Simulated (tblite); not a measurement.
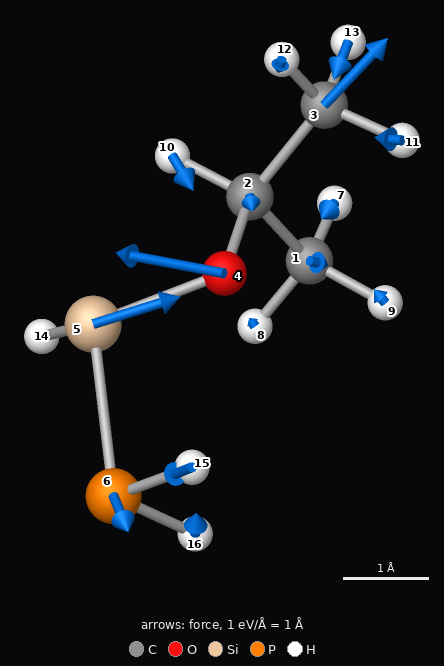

Starting geometry of C₃H₁₀OPSi (multiplicity 2) with the computed forces as blue arrows. Style: ball-and-stick. Shown from a free direction.

Level of theory: tblite 0.8.0, GFN2-xTB geometry optimisation, gas phase. 

Is this structure relaxed? If not, where do the atoms go?

Answer. It isn't relaxed: the largest force vector, on O4, is 1.60 eV/Å. The final displacements have little in common with the starting forces (cosine between the two patterns 0.26). After 131 geometry steps the energy has fallen by 0.337 eV. The largest move after the best rigid fit is that of H16, 1.75 Å. Largest moves by element: H 1.75 Å, O 0.78 Å, Si 0.68 Å, C 0.53 Å, P 0.48 Å. Among the contacts that change: O4–Si5 1.676 → 1.621 Å, P6–H15 1.420 → 1.382 Å, C2–O4 1.434 → 1.400 Å, C3–H13 1.106 → 1.086 Å. Bond angles that change, for instance: C2–O4–Si5 119.8° → 130.0°, P6–Si5–H14 107.5° → 112.1°, Si5–P6–H15 97.1° → 92.8°. Groups turn about Si5–P6 by about 145°, C2–O4 by about 70°, O4–Si5 by about 20°.
